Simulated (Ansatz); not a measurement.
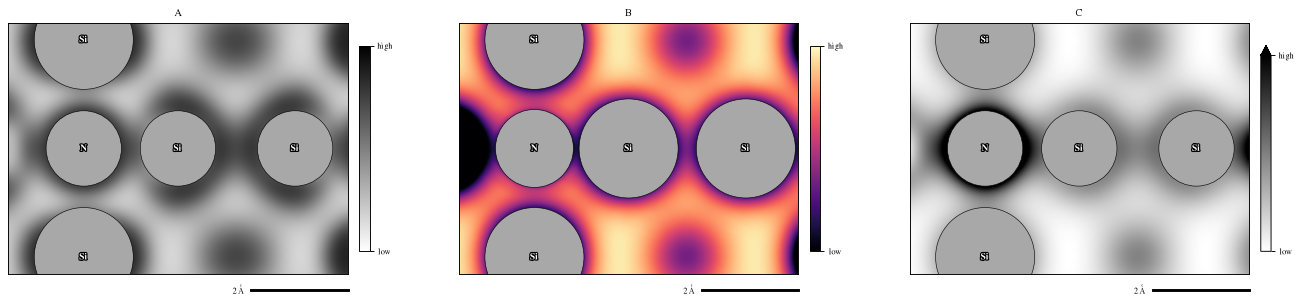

Si$_{5}$N: 3 fields on the (010) plane of the conventional cell, with unlabelled colour scales. Grey discs cover the atomic cores.

Space group I4/mmm; a structure generated by program, which may or may not match a known phase; computed without spin polarisation.

Method: Ansatz 0.2.0, DFT PBE, scalar-relativistic, plane waves, PAW.

Q: Which field does each panel show? The fields are: electron localisation function, electrostatic potential energy of an electron and valence pseudo-density.

A: Panel A: electron localisation function. Panel B: electrostatic potential energy of an electron (low next to the atoms, rising into the space between them). Panel C: valence pseudo-density. From the grid: Si–N (1.96 Å): the density is about 0.65 e/Å³ at the midpoint; the ELF peaks at about 0.80 between the atoms. Si–Si (2.44 Å): ρ is about 0.41 e/Å³ halfway; the ELF peaks at about 0.80 between the atoms.
